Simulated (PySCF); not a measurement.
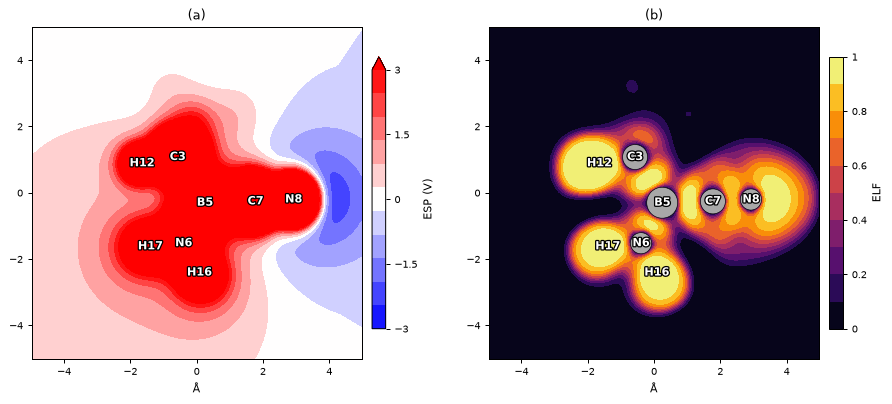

Figure. C5H9BN2 (SMILES C=C[C@H](C)B(N)C#N). (a) electrostatic potential; (b) electron localisation function on the plane of atoms N6, B5 and C7. Grey discs cover the atomic cores in the ELF map.

Geometry: GFN2-xTB.

Method: B3LYP/def2-SVPD, SCF density, gas phase (PySCF).

```json
{"atom": "C", "x (Å)": "-2.2257", "y (Å)": "0.1296", "z (Å)": "1.0705"}
{"atom": "C", "x (Å)": "-1.0844", "y (Å)": "-0.4524", "z (Å)": "0.7506"}
{"atom": "C", "x (Å)": "-0.2623", "y (Å)": "-0.1181", "z (Å)": "-0.4597"}
{"atom": "C", "x (Å)": "0.0925", "y (Å)": "-1.4050", "z (Å)": "-1.2204"}
{"atom": "B", "x (Å)": "1.0489", "y (Å)": "0.6616", "z (Å)": "0.0334"}
{"atom": "N", "x (Å)": "1.2512", "y (Å)": "1.9940", "z (Å)": "-0.2582"}
{"atom": "C", "x (Å)": "2.0904", "y (Å)": "-0.0857", "z (Å)": "0.8702"}
{"atom": "N", "x (Å)": "2.8570", "y (Å)": "-0.6682", "z (Å)": "1.4957"}
{"atom": "H", "x (Å)": "-2.7754", "y (Å)": "-0.1382", "z (Å)": "1.9569"}
{"atom": "H", "x (Å)": "-2.6643", "y (Å)": "0.8989", "z (Å)": "0.4549"}
{"atom": "H", "x (Å)": "-0.6658", "y (Å)": "-1.2203", "z (Å)": "1.3885"}
{"atom": "H", "x (Å)": "-0.8625", "y (Å)": "0.5188", "z (Å)": "-1.1193"}
{"atom": "H", "x (Å)": "-0.8130", "y (Å)": "-1.9255", "z (Å)": "-1.5280"}
{"atom": "H", "x (Å)": "0.6761", "y (Å)": "-1.1728", "z (Å)": "-2.1091"}
{"atom": "H", "x (Å)": "0.6776", "y (Å)": "-2.0722", "z (Å)": "-0.5908"}
{"atom": "H", "x (Å)": "2.0502", "y (Å)": "2.5234", "z (Å)": "0.0519"}
{"atom": "H", "x (Å)": "0.6025", "y (Å)": "2.5443", "z (Å)": "-0.7969"}
```

What does the map show?

Answer.
- The section cuts through C, B, N and H sites.
- C–N (1.15 Å): the ELF peaks at about 0.85 between the atoms (a short, multiple covalent bond).
- B–N (1.38 Å): the ELF peaks at about 0.95 between the atoms; a polar covalent bond.
- C–B (1.53 Å): the ELF peaks at about 1 between the atoms (localised, covalent bonding).
- N–H (1.01 Å): the ELF climbs to about 1 towards the hydrogen, as it does in any bond to H (a covalent bond by its length).
- C–B (1.60 Å): the ELF peaks at about 1 between the atoms: a shared electron pair.
- The ELF also peaks beside N8, away from the bonds: lone-pair regions.
- Outside the dense part of the molecule the potential is most negative (−2.2 V) near N8.
